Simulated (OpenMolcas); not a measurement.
**Excited-state calculation of O$_{3}$ (part 1 of 4)**

System: O$_{3}$, SMILES O=[O+][O-].
Method: CASSCF/ANO-XS-VDZP, DKH2 (OpenMolcas 26.06).

The geometry comes from this level: PBE0-D4/def2-TZVP.

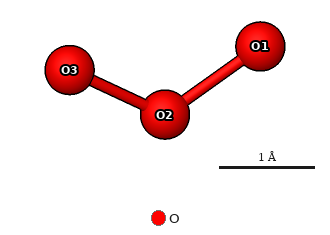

Figure 1. The structure (ball-and-stick view, seen at a tilt; atoms are numbered from 1 in the order of the input). Bond lengths as drawn: O–O 1.24 Å.

## Input file
```
&GATEWAY
 Coord
 3
 angstrom
 O        0.848700      -0.535900       0.409500
 O       -0.228900      -0.317600      -0.159400
 O       -0.619800       0.853500      -0.250100
 Basis
 ANO-XS-MB
 Group
 NoSym

&SEWARD
 Relativistic
 R02E00

&RASSCF
 FileOrb
 $CurrDir/step1.ScfOrb
 Alter
 1
 1 8 11
 Spin
 1
 Nactel
 4 0 0
 Inactive
 10
 Ras2
 3
 CIRoot
 4 4 1
 OrbListing
 Nothing
>>> COPY $Project.RunFile RUNFIL1
>>> COPY $Project.RasOrb INPORB

&GATEWAY
 Coord
 3
 angstrom
 O        0.848700      -0.535900       0.409500
 O       -0.228900      -0.317600      -0.159400
 O       -0.619800       0.853500      -0.250100
 Basis
 ANO-XS-VDZP
 Group
 NoSym

&SEWARD
 Relativistic
 R02E00
>>> COPY $Project.RunFile RUNFIL2

&EXPBAS

&RASSCF
 FileOrb
 $Project.ExpOrb
 Spin
 1
 Nactel
 4 0 0
 Inactive
 10
 Ras2
 3
 CIRoot
 4 4 1
 OrbListing
 Few
 OrbAppear
 Compact
```

Launch command:
```bash
export MOLCAS_MEM=1860
pymolcas step2.input > step2.log
```

## What the program printed
```
--- Start Module: gateway ---

                                              &GATEWAY

                       available to each process: 1.9 GB of memory, 1 thread

++    Symmetry information:
      ---------------------

                    Character Table for C1

                             E
                    a        1  x, y, xy, Rz, z, xz, Ry, yz, Rx, I
--

++    Basis set information:
      ----------------------

      Basis set label: O.ANO-XS...2S1P.

      Electronic valence basis set:
      ------------------
      Associated Effective Charge   8.000000 au
      Associated Actual Charge      8.000000 au
      Nuclear Model: Finite nucleus - Gaussian distribution
        Gaussian exponent, Xi/bohr**(-2):  5.86314E+08

      Shell  nPrim  nBasis  Cartesian Spherical Contaminant
         s       8       2        X
         p       4       1        X
--

++    Molecular structure info:
      -------------------------

                    ************************************************
                    **** Cartesian Coordinates / bohr, angstrom ****
                    ************************************************

     Center  Label                x              y              z                     x              y              z
        1      O1               1.603811      -1.012704       0.773843              0.848700      -0.535900       0.409500
        2      O2              -0.432558      -0.600177      -0.301222             -0.228900      -0.317600      -0.159400
        3      O3              -1.171252       1.612881      -0.472621             -0.619800       0.853500      -0.250100

                    ***************************************
                    *    InterNuclear Distances / bohr    *
                    ***************************************

               1 O1            2 O2            3 O3
    1 O1       0.000000
    2 O2       2.339389        0.000000
    3 O3       4.018500        2.339374        0.000000

                    *******************************************
                    *    InterNuclear Distances / angstrom    *
                    *******************************************

               1 O1            2 O2            3 O3
    1 O1       0.000000
    2 O2       1.237951        0.000000
    3 O3       2.126499        1.237944        0.000000

                    **************************************
                    *    Valence Bond Angles / degree    *
                    **************************************
                          Atom centers                 Phi
                      1 O1       2 O2       3 O3       118.38
--

            Nuclear Potential Energy             70.64164831 au

--- Stop Module: gateway /rc=_RC_ALL_IS_WELL_ ---

--- Start Module: seward ---

                                              &SEWARD

                       available to each process: 1.9 GB of memory, 1 thread

               SEWARD will generate:
                  Multipole Moment integrals up to order  2
                  Kinetic Energy integrals
                  Nuclear Attraction integrals (finite nuclei - Gaussian type)
                  One-Electron Hamiltonian integrals
                  Velocity integrals
                  Relativistic Douglas-Kroll-Hess integrals:
                    - Parametrization         : EXP
                    - DKH order of Hamiltonian: 2
                    - DKH order of Properties : 0
                         - multipole moment operators
                         - electric potential operators
                         - contact operators
                  Orbital angular momentum around ( -0.0000  -0.0000   0.0000 )
                  Velocity quadrupole around ( -0.0000  -0.0000   0.0000 )
                  Two-Electron Repulsion integrals

                   Integrals are discarded if absolute value <: 1.00E-14
                   Integral cutoff threshold is set to       <: 1.00E-16

            Nuclear Potential Energy             70.64164831 au

      Basis set specifications :
      Symmetry species         a
      Basis functions           15

--- Stop Module: seward /rc=_RC_ALL_IS_WELL_ ---

--- Start Module: rasscf ---

                                              &RASSCF

                       available to each process: 1.9 GB of memory, 1 thread

      Header of the ONEINT file:
      --------------------------

      OrdInt status: non-squared

      Cartesian coordinates in angstrom:
      -----------------------------------------------------
      No.  Label        X            Y            Z
      -----------------------------------------------------
       1   O1         0.84870000  -0.53590000   0.40950000
       2   O2        -0.22890000  -0.31760000  -0.15940000
       3   O3        -0.61980000   0.85350000  -0.25010000
      -----------------------------------------------------
      Nuclear repulsion energy =   70.64164831

++    Wave function specifications:
      -----------------------------

      Number of closed shell electrons          20
      Number of electrons in active shells       4
      Max number of holes in RAS1 space          0
      Max nr of electrons in RAS3 space          0
      Number of inactive orbitals               10
      Number of active orbitals                  3
      Number of secondary orbitals               2
      Spin quantum number                      0.0
      State symmetry                             1
--

++    Orbital specifications:
      -----------------------

      Symmetry species                           1
                                                 a
      Frozen orbitals                            0
      Inactive orbitals                         10
      Active orbitals                            3
      RAS1 orbitals                              0
      RAS2 orbitals                              3
      RAS3 orbitals                              0
      Secondary orbitals                         2
      Deleted orbitals                           0
      Number of basis functions                 15
--

++    CI expansion specifications:
      ----------------------------

      Number of CSFs                             6
      Number of spin combinations                6
      Number of determinants                     9
      Number of root(s) required                 4
      Root chosen for geometry opt.              4
      CI roots used                              1     2     3     4
      weights                                0.250 0.250 0.250 0.250
      highest root included in the CI            4
      max. size of the explicit Hamiltonian      6
--

++    Optimization specifications:
      ----------------------------

      RASSCF algorithm: Conventional
      Maximum number of macro iterations       200
      Maximum number of SX iterations          100
      Threshold for RASSCF energy            1.000E-08
      Threshold for max MO rotation          1.000E-01
      Threshold for max BLB element          1.000E-04
      Level shift parameter                  5.000E-01
      Make Quasi-Newton update
--

      The MO-coefficients are taken from the file:
      step1.ScfOrb
      Title: SCF orbitals

      Total molecular charge    0.00

      Molecular orbitals exchanged:
        In symmetry  1 :   8  11

      ************************************************************************************************************************
      *                                            Wave function control section                                             *
      ************************************************************************************************************************

                                         RASSCF iterations: Energy and convergence statistics
                                         ----------------------------------------------------

          iter iter root      energy       change     param      element    value   shift minimum  type update hh:mm:ss
 Nr of preliminary CI iterations:   1
        1   1    4    0  -223.78776886    0.00E+00  -1.51E-02    9  15 1  4.92E-02*  0.39   0.00    SX    NO    0:00:00
        2   1    4    0  -223.79014641   -2.38E-03*  3.05E-03    9  15 1  9.66E-03*  0.39   0.00    SX    NO    0:00:00
        3   1    4    0  -223.79038276   -2.36E-04*  3.78E-03    9  15 1  1.22E-02*  0.39   0.00    SX    NO    0:00:00
        4   1    4    0  -223.79056185   -1.79E-04*  1.86E-03    8  14 1 -4.61E-03*  0.39   0.00    SX    NO    0:00:00
        5   1    4    0  -223.79059956   -3.77E-05*  4.88E-03    8  14 1 -3.38E-03*  0.39   1.37    QN   YES    0:00:00
        6   1    4    0  -223.79061611   -1.66E-05*  1.85E-03    9  15 1 -4.62E-03*  0.39   0.67    QN   YES    0:00:00
        7   1    4    0  -223.79062375   -7.63E-06*  7.78E-04    9  15 1  1.51E-03*  0.39   0.63    QN   YES    0:00:00
        8   1    3    0  -223.79062511   -1.36E-06*  9.65E-05    9  15 1 -5.06E-04*  0.39   0.75    QN   YES    0:00:00
        9   1    3    0  -223.79062531   -2.04E-07*  9.60E-04    9  14 1 -5.50E-04*  0.39   1.57    QN   YES    0:00:00
       10   1    3    0  -223.79062831   -3.00E-06*  8.14E-04    9  15 1  2.45E-03*  0.39   0.75    QN   YES    0:00:00
       11   1    4    0  -223.79062605    2.26E-06*  1.01E-03    9  14 1 -4.24E-03*  0.39   0.38    SX   YES    0:00:00
       12   1    3    0  -223.79064908   -2.30E-05*  1.34E-04    5  14 1 -7.05E-04*  0.39   0.96    QN   YES    0:00:00
       13   1    4    0  -223.79064450    4.58E-06* -1.46E-03    9  14 1 -6.17E-03*  0.39   0.04    SX   YES    0:00:00
       14   1    4    0  -223.79072446   -8.00E-05*  1.14E-03    9  14 1 -2.69E-03*  0.39   1.08    QN   YES    0:00:00
       15   1    4    0  -223.79081877   -9.43E-05* -1.48E-03    9  14 1 -9.85E-03*  0.39   1.20    QN   YES    0:00:00
       16   1    5    0  -223.79069832    1.20E-04*  4.39E-03    9  14 1 -1.87E-02*  0.39  -0.50    SX   YES    0:00:00
       17   1    4    0  -223.79121649   -5.18E-04* -7.74E-04    9  14 1 -2.24E-03*  0.38   1.03    QN   YES    0:00:00
       18   1    5    0  -223.79130432   -8.78E-05*  5.50E-04    9  14 1 -2.46E-02*  0.38   1.31    QN   YES    0:00:00
       19   1    5    0  -223.79121149    9.28E-05* -3.46E-03    9  14 1 -2.77E-02*  0.38  -0.50    QN   YES    0:00:00
       20   1    5    0  -223.79182614   -6.15E-04*  7.64E-03    9  14 1 -1.91E-02*  0.38   1.37    QN   YES    0:00:00
       21   1    5    0  -223.79336054   -1.53E-03*  7.33E-02    9  14 1 -1.77E-02*  0.37   1.17    QN   YES    0:00:00
       22   1    5    0  -223.78417751    9.18E-03* -2.77E-02    9  14 1  9.82E-02*  0.37   0.40    LS   YES    0:00:00
       23   1    5    0  -223.79398522   -9.81E-03* -3.63E-02    9  14 1  3.22E-02*  0.37   2.50    LS   YES    0:00:00
       24   1    6    0  -223.79498290   -9.98E-04* -1.68E-02    9  14 1 -3.03E-02*  0.37   0.60    QN   YES    0:00:00
       25   1    5    0  -223.79613874   -1.16E-03*  3.24E-03    9  14 1  7.48E-03*  0.37   0.79    QN   YES    0:00:00
       26   1    5    0  -223.79612888    9.86E-06* -1.42E-03    9  14 1 -3.46E-03*  0.37   0.37    LS   YES    0:00:00
       27   1    4    0  -223.79614546   -1.66E-05* -5.29E-04    9  15 1  2.50E-03*  0.37   1.29    QN   YES    0:00:00
       28   1    4    0  -223.79615091   -5.45E-06*  7.80E-04    9  15 1  1.48E-03*  0.37   1.55    QN   YES    0:00:00
       29   1    4    0  -223.79615410   -3.19E-06*  1.66E-04    9  14 1  3.78E-04*  0.37   0.87    QN   YES    0:00:00
       30   1    4    0  -223.79615416   -5.56E-08* -7.96E-05    9  15 1  3.20E-04*  0.37   0.52    LS   YES    0:00:00
       31   1    4    0  -223.79615418   -2.19E-08* -6.33E-05    9  15 1  1.83E-04*  0.37   0.65    QN   YES    0:00:00
       32   1    3    0  -223.79615423   -5.26E-08* -3.05E-05    9  15 1  7.43E-05   0.37   1.29    QN   YES    0:00:00
       33   1    3    0  -223.79615424   -8.20E-09   1.10E-05   10  15 1  1.73E-05   0.37   1.14    QN   YES    0:00:00
      Convergence after 33 iterations
       34   1    3    0  -223.79615424   -6.62E-10   1.10E-05   10  14 1  7.76E-06   0.37   1.14    QN   YES    0:00:00

      ************************************************************************************************************************
                                                      Wave function printout:
                       occupation of active orbitals, and spin coupling of open shells (u,d: Spin up or down)
      ************************************************************************************************************************

      Note: transformation to natural orbitals
      has been made, which may change the order of the CSFs.

      printout of CI-coefficients larger than  0.05 for root  1
      energy=    -224.132698
      conf/sym  111     Coeff  Weight
             1  220   0.40744 0.16601
             2  2ud   0.87466 0.76503
             3  202   0.07174 0.00515
             4  u2d   0.24107 0.05811
             6  022  -0.07241 0.00524

      printout of CI-coefficients larger than  0.05 for root  2
      energy=    -223.850143
      conf/sym  111     Coeff  Weight
             1  220   0.61231 0.37492
             2  2ud  -0.05763 0.00332
             3  202  -0.32615 0.10637
             4  u2d  -0.71167 0.50647
             5  ud2   0.05848 0.00342
             6  022   0.07409 0.00549

      printout of CI-coefficients larger than  0.05 for root  3
      energy=    -223.751944
      conf/sym  111     Coeff  Weight
             1  220   0.09580 0.00918
             3  202   0.87642 0.76811
             4  u2d  -0.34753 0.12077
             6  022  -0.31565 0.09964

      printout of CI-coefficients larger than  0.05 for root  4
      energy=    -223.449831
      conf/sym  111     Coeff  Weight
             1  220   0.66039 0.43612
             2  2ud  -0.47604 0.22661
             3  202   0.11329 0.01283
             4  u2d   0.56012 0.31373
             5  ud2   0.09965 0.00993

      Natural orbitals and occupation numbers for root  1
      sym 1:   1.990425   1.636926   0.372649

      Natural orbitals and occupation numbers for root  2
      sym 1:   1.898367   1.781234   0.320399

      Natural orbitals and occupation numbers for root  3
      sym 1:   1.629404   0.457907   1.912689

      Natural orbitals and occupation numbers for root  4
      sym 1:   1.793806   1.966882   0.239312

      ************************************************************************************************************************
      *                                                    Final results                                                     *
      ************************************************************************************************************************

++    Final optimization conditions:
      ------------------------------

      Average CI energy                            -223.79615424
      RASSCF energy for state  4                   -223.44983127
      Super-CI energy                                -0.00000000
      RASSCF energy change                           -0.00000000
      Max change in MO coefficients              -1.259E-05
      Max non-diagonal density matrix element     1.102E-05
      Maximum BLB matrix element                  7.755E-06
      (orbital pair  10,  14 in symmetry   1)
      Norm of electronic gradient            4.237E-01
--

      Final state energy(ies):
      ------------------------

::    RASSCF root number  1 Total energy:   -224.13269821
::    RASSCF root number  2 Total energy:   -223.85014302
::    RASSCF root number  3 Total energy:   -223.75194448
::    RASSCF root number  4 Total energy:   -223.44983127
      Von Neumann Entropy (Root   1) =  0.69511

      Mulliken population analysis for root number:  1
      -----------------------------------------------

++    Molecular charges:
      ------------------

      Mulliken charges per centre
      ---------------------------

                O1      O2      O3
      Total    7.9407  8.0460  8.0134

      N-E      0.0593 -0.0460 -0.0134

      Total electronic charge=   24.000000

      Total            charge=   -0.000000
--

      Expectation values of various properties for root number:  1
      -----------------------------------------------------------

++    Molecular properties:
      ---------------------

      Charge (e):
                      =   -0.0000
      Dipole Moment (debye):
      Origin of the operator (angstrom)=   -0.0000   -0.0000    0.0000
                   X=  4.1950E-01               Y= -1.9397E-02               Z=  2.2842E-01           Total=  4.7805E-01
      Quadrupole Moment (debye*angstrom):
      Origin of the operator (angstrom)=   -0.0000   -0.0000    0.0000
                  XX= -1.7537E+01              XY=  2.5948E-01              XZ= -9.2059E-01              YY= -1.8217E+01
                  YZ= -1.1232E-01              ZZ= -1.6329E+01
      In traceless form (debye*angstrom)
                  XX= -2.6384E-01              XY=  3.8922E-01              XZ= -1.3809E+00              YY= -1.2843E+00
                  YZ= -1.6848E-01              ZZ=  1.5482E+00
--

      LoProp population analysis for root number:  1
      -----------------------------------------------

++    LoProp analysis:
      ----------------

++    Static properties:
      ------------------

      LoProp Charges per center
```
